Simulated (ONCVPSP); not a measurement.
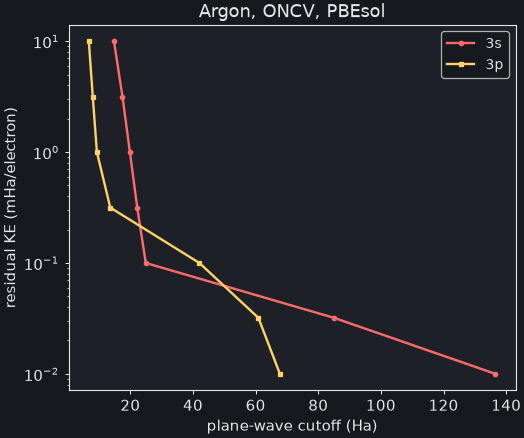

Residual kinetic energy of the pseudo-waves (the first of each channel, and further valence shells) beyond the plane-wave cutoff, as the generator prints it.

- Cutoffs for the occupied states: 20 Ha for 1 mHa and 42 Ha for 0.1 mHa per electron. The first is set by 3s.
- Cutoffs for 1 mHa per electron: 3s: 20 Ha; 3p: 9.3 Ha.
- Hardest wave at 1 mHa per electron: 3s, with rc = 1.10 bohr and qcut = 7.4 1/bohr. The optimisation minimises, but can't always remove, the kinetic energy above qcut²/2 = 27.4 Ha, and a larger rc would as a rule soften the wave at some cost in transferability. The potential isn't sound: its ghost test gives GHOST(-) flagged for s at -247.3 eV; no localised positive-energy state flagged.

**Run report: Ar, pseudopotential generation**

System: argon (Ar, Z = 18), core [Ne], reference valence 3s2 3p6, valence charge 8.
Method: ONCV potential, PBEsol, scalar-relativistic, made with ONCVPSP 4.0.1.

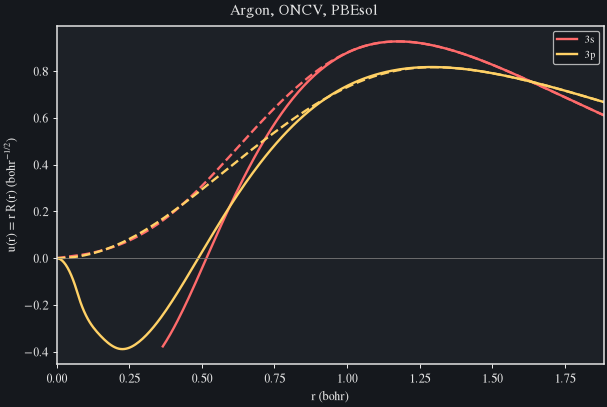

Partial waves u(r) = r R(r), all-electron (solid) and pseudo (dashed). The innermost oscillations of some all-electron curves aren't drawn. Reference configuration 3s2 3p6.

- Matching radii: 3s at 1.10 bohr; 3p at 1.45 bohr. The curves merge smoothly, so the plot gives these only roughly.
- Nodes of the pseudo-waves: 3s has no node; 3p has no node.
- Cutoffs needed: 20 Ha (loose) and 42 Ha (tight), as the cutoffs at which the residual kinetic energy of the hardest occupied pseudo-wave falls to 1 and 0.1 mHa per electron.

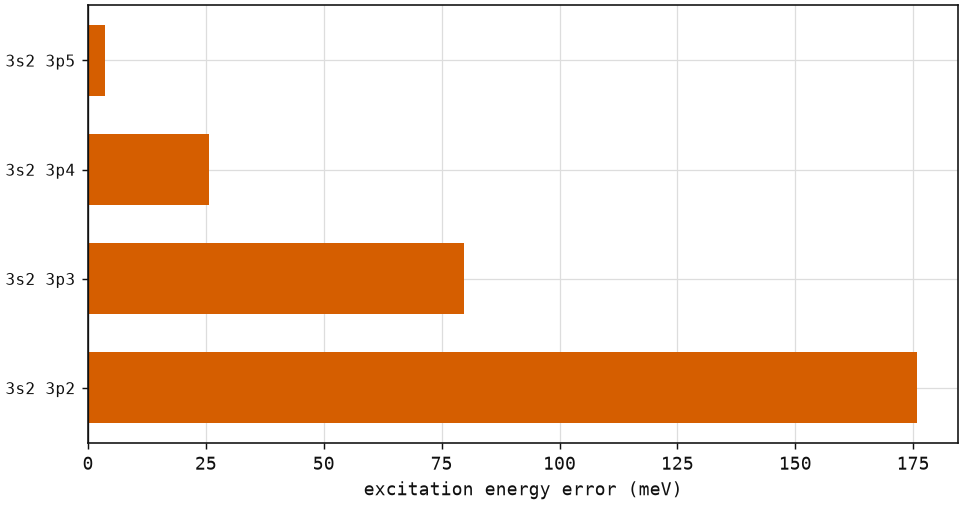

Errors, all-electron minus pseudo, of the energies of valence configurations relative to the unpolarised reference 3s2 3p6.

- Worst configuration: 3s2 3p2 (charge +4): the error is +176 meV on an all-electron energy of +144.71 eV relative to the reference, or 0.12 %.
- Errors in meV: 3s2 3p5: +3.6; 3s2 3p4: +26; 3s2 3p3: +80; 3s2 3p2: +176.

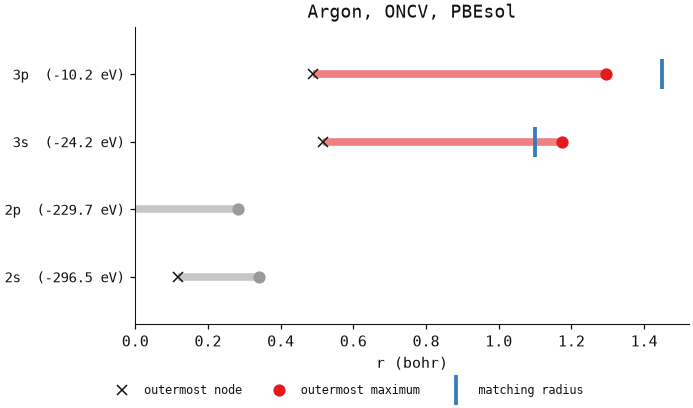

Outer shells of the all-electron reference atom: each bar runs from the outermost node (or the nucleus) to the outermost maximum of u(r); the tick is the radius chosen for the pseudo-wave. Shells without a tick have no pseudo-wave of their own. Levels, nodes and maxima are from ld1.x, scalar-relativistic.

- Radii against the shells: 3s: 1.10 bohr, between node and maximum; 3p: 1.45 bohr, outside the maximum.

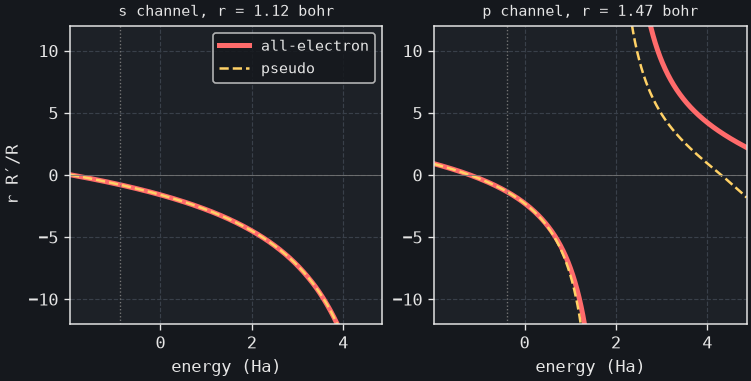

Logarithmic derivatives r R′/R at the test radius against energy, all-electron atom (solid) and pseudo-atom (dashed). Here R(r) is the radial function. The dotted line marks the reference energy of the channel. Not drawn: d: not judged; f: not judged.

- Poles, where the radial function vanishes at the test radius: s: all-electron at no energy in the range, pseudo at no energy in the range; p: all-electron at 2.0 Ha, pseudo at 1.8 Ha.
- Zeros of the logarithmic derivative: s: all-electron -2.0 Ha, pseudo -2.0 Ha; p: all-electron -1.2 Ha, pseudo -1.2 and 4.3 Ha.

Input and output of the run follow.

The input:
```
# ATOM AND REFERENCE CONFIGURATION
# atsym  z   nc   nv     iexc    psfile
  Ar 18.00    3    2  -116133      upf
#
#   n    l    f
    1    0    2.00
    2    0    2.00
    2    1    6.00
    3    0    2.00
    3    1    6.00
#
# PSEUDOPOTENTIAL AND OPTIMIZATION
# lmax
    1
#
#   l,   rc,      ep,       ncon, nbas, qcut
    0    1.10    0.00    4    8    7.40
    1    1.45    0.00    4    7    4.90
#
# LOCAL POTENTIAL
# lloc, lpopt,  rc(5),   dvloc0
    4    5    0.75    0.00
#
# VANDERBILT-KLEINMAN-BYLANDER PROJECTORs
# l, nproj, debl
    0    2    1.10
    1    1    1.20
#
# MODEL CORE CHARGE
# icmod, fcfact, rcfact
    3    1.50    1.25
#
# LOG DERIVATIVE ANALYSIS
# epsh1, epsh2, depsh
   -2.00    5.00    0.02
#
# OUTPUT GRID
# rlmax, drl
    6.00    0.01
#
# TEST CONFIGURATIONS
# ncnf
    4
# nvcnf
#   n    l    f
    2
    3    0    2.00
    3    1    5.00
#
    2
    3    0    2.00
    3    1    4.00
#
    2
    3    0    2.00
    3    1    3.00
#
    2
    3    0    2.00
    3    1    2.00
#
```

Launched with:
```bash
oncvpsp.x < Ar.dat > Ar.out
```

Output (extracts):
```
ONCVPSP  (Optimized Norm-Conservinng Vanderbilt PSeudopotential)
scalar-relativistic version 4.0.1

#   n    l    f        energy (Ha)
    1    0    2.00    -1.1449546E+02
    2    0    2.00    -1.0894365E+01
    2    1    6.00    -8.4397725E+00
    3    0    2.00    -8.8936976E-01
    3    1    6.00    -3.7606385E-01

Reference configufation results
  iterations    22
  all-electron total energy (Ha)   -5.28483988D+02

Begin loop to  construct optimized pseudo wave functions
and semi-local pseudopoentials for all angular momenta

   Wellstate for l =  0  n =  4
     eigenvalue =   0.2106
     asymptotic potential =   0.7106
     half-point radius =  5.3753

Calculating optimized projector #   1

 for l=   0

    Fraction of norm inside rc  0.302178
    Optimizing pswf for qcut=   7.41 a_B^-1,  ecut=  27.48 Ha
    Residual kinetic energy error=  6.33D-05 Ha

    Energy error per electron        Cutoff
         Ha          eV             Ha
         0.01000     0.27211       14.77
         0.00100     0.02721       19.85
         0.00010     0.00272       24.92
         0.00001     0.00027      136.57

Calculating optimized projector #   2

 for l=   0

    Fraction of norm inside rc  0.047295
    Optimizing pswf for qcut=   7.41 a_B^-1,  ecut=  27.48 Ha
    Residual kinetic energy error=  1.32D-04 Ha

    Energy error per electron        Cutoff
         Ha          eV             Ha
         0.01000     0.27211       12.94
         0.00100     0.02721       20.79
         0.00010     0.00272       28.52
         0.00001     0.00027      155.64

Calculating optimized projector #   1

 for l=   1

    Fraction of norm inside rc  0.444559
    Optimizing pswf for qcut=   4.91 a_B^-1,  ecut=  12.04 Ha
    Residual kinetic energy error=  3.31D-04 Ha

    Energy error per electron        Cutoff
         Ha          eV             Ha
         0.01000     0.27211        6.74
         0.00100     0.02721        9.31
         0.00010     0.00272       42.05
         0.00001     0.00027       67.74

Construct Vanderbilt / Kleinmman-Bylander projectors

B matrix Hermiticity error, ll=   0
   1   2    5.5101E-05

  Orthonormal projector coefficients -1.8510E+01  8.0191E+00

Model core correction analysis
  based on d2Exc/dn_idn_j

d2excae - all-electron derivatives

   -3.460577D-02   -2.917859D-02
   -2.917928D-02   -2.699508D-02

d2excps - pseudofunction derivatives with no core correction

   -3.710862D-02   -3.108462D-02
   -3.108543D-02   -2.837581D-02

rms 2nd derivative error    1.964501E-03

rmatch, rhocmatch    0.7469    4.5795

Teter function model core charge with specified parameters

d2excps - pseudofunction derivatives with core correction

   -3.598434D-02   -3.025685D-02
   -3.025758D-02   -2.771268D-02

rms 2nd derivative error    1.088667E-03

Pseudoatom total energy  -21.103141

Diagnostic tests using Vanderbilt-Kleinman-Bylander pseudopotentials
  1 or more projectors used as specified by nproj input data

   l    rcore       rmatch      e in        delta e   norm test  slope test

   0   1.1018523   1.1353069  -0.8893698  -0.0000099   1.0000701   0.9999705
run_diag: lschvkbbe ERROR   2   1   0  60  2.10630242E-01  1.39567218E-01
   0   1.1018523   1.1353069   0.2106302  -0.0710630   0.0172470   0.0188511

   1   1.4508766   1.4949284  -0.3760639  -0.0000040   0.9999998   1.0000210

 Testing for bound ghosts
   n   l    E NL Schr. Eq   E Basis Diag.   E Cutoff

       0                       -9.087042    214.39  WARNING - GHOST(-)
   1   0       -0.889380       -0.869825    214.39

   2   1       -0.376068       -0.367173     72.86

 Testing for highly-localized positive-energy ghosts
       l    <radius>/rc     E Basis Diag.   E Cutoff

Test configuration 0

   n   l     f        eae           eps        diff
   1   0  2.0000 -114.49546142
   2   0  2.0000  -10.89436455
   2   1  6.0000   -8.43977248
   3   0  2.0000   -0.88936976   -0.88937969   -9.93D-06
   3   1  6.0000   -0.37606385   -0.37606787   -4.02D-06

    Total energies and differences
      AE_ref= -5.28483988D+02  AE_tst= -5.28483988D+02  dif=  0.00D+00
      PS_ref= -2.11031413D+01  PS_tst= -2.11031413D+01  dif=  2.49D-14
      PSP excitation error= -2.49D-14

Test configuration 1

   n   l     f        eae           eps        diff
   1   0  2.0000 -115.01638253
   2   0  2.0000  -11.40433347
   2   1  6.0000   -8.95106565
   3   0  2.0000   -1.34493866   -1.34431188    6.27D-04
   3   1  5.0000   -0.81102151   -0.81055637    4.65D-04

    Total energies and differences
      AE_ref= -5.28483988D+02  AE_tst= -5.27895490D+02  dif=  5.88D-01
      PS_ref= -2.11031413D+01  PS_tst= -2.05147766D+01  dif=  5.88D-01
      PSP excitation error=  1.32D-04

Test configuration 2

   n   l     f        eae           eps        diff
   1   0  2.0000 -115.62894521
   2   0  2.0000  -11.99620292
   2   1  6.0000   -9.54535908
   3   0  2.0000   -1.85370731   -1.85179746    1.91D-03
   3   1  4.0000   -1.29957750   -1.29814948    1.43D-03

    Total energies and differences
      AE_ref= -5.28483988D+02  AE_tst= -5.26844317D+02  dif=  1.64D+00
      PS_ref= -2.11031413D+01  PS_tst= -1.94644113D+01  dif=  1.64D+00
      PSP excitation error=  9.41D-04

Test configuration 3

   n   l     f        eae           eps        diff
   1   0  2.0000 -116.32505242
   2   0  2.0000  -12.66047011
   2   1  6.0000  -10.21329902
   3   0  2.0000   -2.40605023   -2.40211669    3.93D-03
   3   1  3.0000   -1.83290382   -1.83003532    2.87D-03

    Total energies and differences
      AE_ref= -5.28483988D+02  AE_tst= -5.25281665D+02  dif=  3.20D+00
      PS_ref= -2.11031413D+01  PS_tst= -1.79037435D+01  dif=  3.20D+00
      PSP excitation error=  2.93D-03

Test configuration 4

   n   l     f        eae           eps        diff
   1   0  2.0000 -117.10001337
   2   0  2.0000  -13.39126982
   2   1  6.0000  -10.94914932
   3   0  2.0000   -2.99550071   -2.98886834    6.63D-03
   3   1  2.0000   -2.40497968   -2.40045062    4.53D-03

    Total energies and differences
      AE_ref= -5.28483988D+02  AE_tst= -5.23165893D+02  dif=  5.32D+00
      PS_ref= -2.11031413D+01  PS_tst= -1.57915077D+01  dif=  5.31D+00
      PSP excitation error=  6.46D-03
```

Results in brief:

- outcome: generated, with a ghost state
- cutoffs needed: 20 Ha and 42 Ha (the cutoffs at which the residual kinetic energy of the hardest occupied pseudo-wave falls to 1 and 0.1 mHa per electron)
- ghost test: GHOST(-) flagged for s at -247.3 eV; no localised positive-energy state flagged
- largest excitation error: +176 meV (all-electron minus pseudo) for 3s2 3p2, out of 4 test configurations
- rms error of d²Exc/dni dnj: 1.96 mHa without and 1.09 mHa with the model core
- range over which the phases arctan(r R′/R) at the test radius agree within 0.05 rad (a looser test near the poles than one of phase shifts): s: over the whole range computed; p: up to about 2.5 Ha; d: not judged, local potential alone; f: not judged, local potential alone
- hardware: 1 CPU thread, shared host
- wall time: 2.7 s

Remarks:

The potential has a bound ghost state, so it can't be used as it stands. The scattering phases part by more than π/2 and stay apart in p from about 4.4 Ha: a level there is either far displaced or one that only the pseudo-atom has.
